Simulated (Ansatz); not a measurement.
# What a change does: single-point calculation on Si$_{2}$H$_{4}$O

System: Si$_{2}$H$_{4}$O, SMILES [SiH]O[SiH3].
Method of run 1: RHF/def2-TZVP (Ansatz 0.2.0).

Text and figures count atoms from 1; the logs count them from 0 in places.

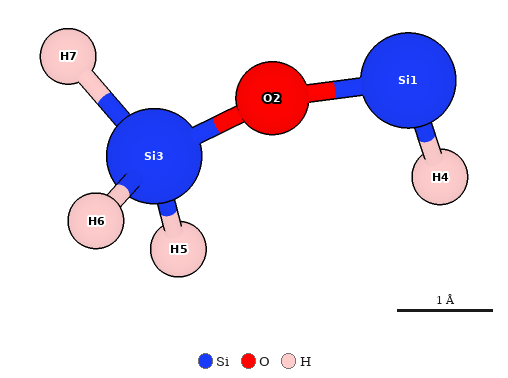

Figure 1. The structure as given in the input (ball-and-stick view, seen at a tilt; atoms are numbered from 1 in the order of the input).

**Input, run 1**
```yaml
crystal:
  periodic: [false, false, false]
  atoms:
    - { symbol: Si, position_ang: [-1.543202, -1.419582, -0.124038] }
    - { symbol: O, position_ang: [-0.381544, -0.727267, 0.381452] }
    - { symbol: Si, position_ang: [0.637964, 0.300557, 0.34208] }
    - { symbol: H, position_ang: [-1.789287, -0.574575, -1.374421] }
    - { symbol: H, position_ang: [0.463654, 1.139842, -0.858041] }
    - { symbol: H, position_ang: [0.523314, 1.136079, 1.549078] }
    - { symbol: H, position_ang: [1.96319, -0.340125, 0.307762] }
basis:
  gaussian: { orbitals: def2-TZVP }
hamiltonian:
  xc: hf
output:
  forces: true
```

Launched with:
```bash
ansatz run input.yaml --threads 1 --pin off --max-ram 2560MiB --backend cpu --events-out ev --progress --plain --runs-dir out
```

Hardware: 1 thread of Arm Neoverse V1, 24 GiB of memory available, shared host.

**Output (run 1)**
```
Engine: ansatz 0.2.0, aarch64-unknown-linux-gnu
Functional definition: HF
  exchange = exact_x
  correlation = 0
974 factors; their error is unknown
mean field evaluation 1: about -17822.7279 eV, gradient 3.8e1 eV
mean field evaluation 2: about -17824.6377 eV, gradient 2.3e1 eV
mean field evaluation 4: about -17825.4818 eV, gradient 3.1e-1 eV
mean field evaluation 8: about -17825.8104 eV, gradient 1.2e-5 eV
mean field -17825.81044884 eV, -655.0864512264 hartree, gradient 1.4e-5 eV, S^2 0.000000; 0 other end points of the search recorded, 0 dependent functions left out
the calculation of the forces begins
reference -17825.81044884 eV, -655.0864512264 hartree; 20, 20 occupied and 109, 109 virtual orbitals, 974 factors
Total energy: -17825.81044884 eV, -655.0864512264 hartree
Atom 0 at    -1.543202    -1.419582    -0.124038 Å, force    -8.613061    -5.338409    -3.511637 eV/Å
Atom 1 at    -0.381544    -0.727267     0.381452 Å, force     0.870346    -2.358626     3.687874 eV/Å
Atom 2 at     0.637964     0.300557     0.342080 Å, force     7.521653     7.332372    -0.002663 eV/Å
Atom 3 at    -1.789287    -0.574575    -1.374421 Å, force    -0.126043     0.022919    -0.168910 eV/Å
Atom 4 at     0.463654     1.139842    -0.858041 Å, force     0.075043     0.103229    -0.035610 eV/Å
Atom 5 at     0.523314     1.136079     1.549078 Å, force     0.107276     0.147661     0.040117 eV/Å
Atom 6 at     1.963190    -0.340125     0.307762 Å, force     0.164786     0.090854    -0.009170 eV/Å
Dipole moment:     0.146214     0.119270     0.026453 e Å
```

For run 2 the input was changed thus:
```diff
-    - { symbol: Si, position_ang: [-1.543202, -1.419582, -0.124038] }
+    - { symbol: Si, position_ang: [-1.674358, -1.497748, -0.18111] }
-    - { symbol: Si, position_ang: [0.637964, 0.300557, 0.34208] }
-    - { symbol: H, position_ang: [-1.789287, -0.574575, -1.374421] }
-    - { symbol: H, position_ang: [0.463654, 1.139842, -0.858041] }
-    - { symbol: H, position_ang: [0.523314, 1.136079, 1.549078] }
-    - { symbol: H, position_ang: [1.96319, -0.340125, 0.307762] }
+    - { symbol: Si, position_ang: [0.752711, 0.41624, 0.337649] }
+    - { symbol: H, position_ang: [-1.920443, -0.65274, -1.431493] }
+    - { symbol: H, position_ang: [0.578401, 1.255525, -0.862473] }
+    - { symbol: H, position_ang: [0.638061, 1.251762, 1.544646] }
+    - { symbol: H, position_ang: [2.077937, -0.224442, 0.30333] }
```

How does run 2 compare with run 1?

**Output (run 2)**
```
Engine: ansatz 0.2.0, aarch64-unknown-linux-gnu
Functional definition: HF
  exchange = exact_x
  correlation = 0
974 factors; their error is unknown
mean field evaluation 1: about -17824.3278 eV, gradient 3.7e1 eV
mean field evaluation 2: about -17825.9939 eV, gradient 2.6e1 eV
mean field evaluation 4: about -17827.1297 eV, gradient 3.7e-1 eV
mean field evaluation 8: about -17827.4542 eV, gradient 1.4e-5 eV
mean field -17827.45415760 eV, -655.1468564093 hartree, gradient 1.5e-5 eV, S^2 0.000000; 0 other end points of the search recorded, 0 dependent functions left out
the calculation of the forces begins
reference -17827.45415760 eV, -655.1468564093 hartree; 20, 20 occupied and 109, 109 virtual orbitals, 974 factors
Total energy: -17827.45415760 eV, -655.1468564093 hartree
Atom 0 at    -1.674358    -1.497748    -0.181110 Å, force    -0.459507    -0.281398    -0.191359 eV/Å
Atom 1 at    -0.381544    -0.727267     0.381452 Å, force     0.045586    -0.137695     0.210446 eV/Å
Atom 2 at     0.752711     0.416240     0.337649 Å, force     0.393806     0.387886    -0.004205 eV/Å
Atom 3 at    -1.920443    -0.652740    -1.431493 Å, force    -0.009898     0.001587    -0.013606 eV/Å
Atom 4 at     0.578401     1.255525    -0.862473 Å, force     0.006899     0.008987    -0.002525 eV/Å
Atom 5 at     0.638061     1.251762     1.544646 Å, force     0.009595     0.012223     0.002424 eV/Å
Atom 6 at     2.077937    -0.224442     0.303330 Å, force     0.013519     0.008410    -0.001175 eV/Å
Dipole moment:     0.103934     0.139312    -0.043925 e Å
```

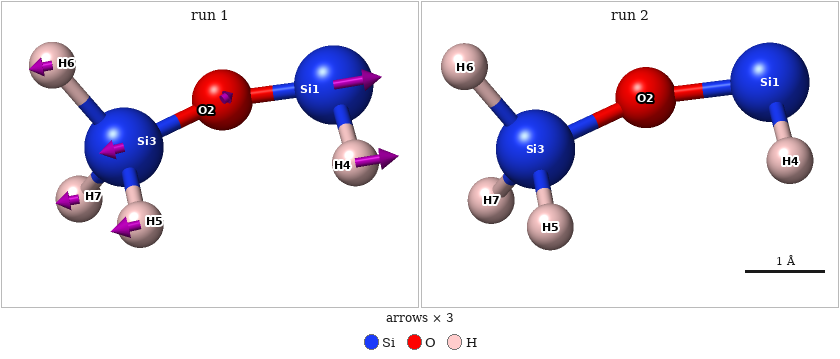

Figure 2. The two input geometries at one scale (ball-and-stick view, seen at a tilt). The pink arrows on the first give the shifts of the atoms after the best rigid fit, magnified 3 times. Si1 moves most after the best rigid fit: 0.21 Å. By element the largest moves are Si 0.21 Å, H 0.19 Å, O 0.06 Å. Among the contacts that change: O2–Si3 1.448 → 1.611 Å, Si1–O2 1.444 → 1.607 Å.

**The two runs side by side**

```csv
quantity,run 1,run 2
outcome,converged,converged
total energy (hartree),−655.086451,–
largest force (eV/Å),10.725,–
basis functions,129,–
wall time (shared host),1.9 s,7.8 min
```
